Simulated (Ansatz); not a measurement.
Al2O3 (corundum): energy against volume

Al2O3 (corundum)

```
Al2O3
1.0
    2.38658     1.37789     4.33779
   -2.38658     1.37789     4.33779
    0.00000    -2.75579     4.33779
Al O
4 6
Direct
  0.35203   0.35203   0.35203
  0.14797   0.14797   0.14797
  0.64797   0.64797   0.64797
  0.85203   0.85203   0.85203
  0.55585   0.94415   0.25000
  0.25000   0.55585   0.94415
  0.94415   0.25000   0.55585
  0.44415   0.05585   0.75000
  0.75000   0.44415   0.05585
  0.05585   0.75000   0.44415
```

E(V) scan at fixed shape, V₀ the volume above. The atoms relax within the cell's symmetry.

The numbers are results of PBEsol (plane waves to 420 eV, PAW, scalar-relativistic; Ansatz, a first-principles code), not measurements. k mesh 8×8×8 (Γ-centred), Fermi-Dirac smearing 0.05 eV. Energies are smeared free energies. With the shape held, the modulus is that of even scaling; a crystal free to change shape is softer. Al2O3 was relaxed with its symmetry unable to fall. The PAW data are Ansatz's earlier set. The zero of ΔE is the relaxed starting cell.

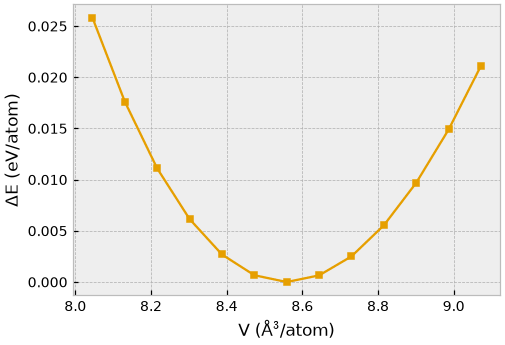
Fig. 1. ΔE (eV/atom) against V (Å³/atom); computed points joined by lines.

The energy cost of the largest expansion is 21.1 meV/atom and the pressure at the smallest volume is 17.0 GPa. The energy cost of the largest compression is 25.8 meV/atom. The pressure for 5 % compression (fit) is 13.8 GPa and the pressure derivative B₀′ (fit) is 4.0.

P = (3B₀/2)(x⁷ − x⁵)[1 + ¾(B₀′ − 4)(x² − 1)] with x = (1/0.95)^(1/3), B₀ = 242 GPa and B₀′ = 3.97.

(Under strain, the slope of the energy per volume gives the stress and its curvature an elastic modulus.)
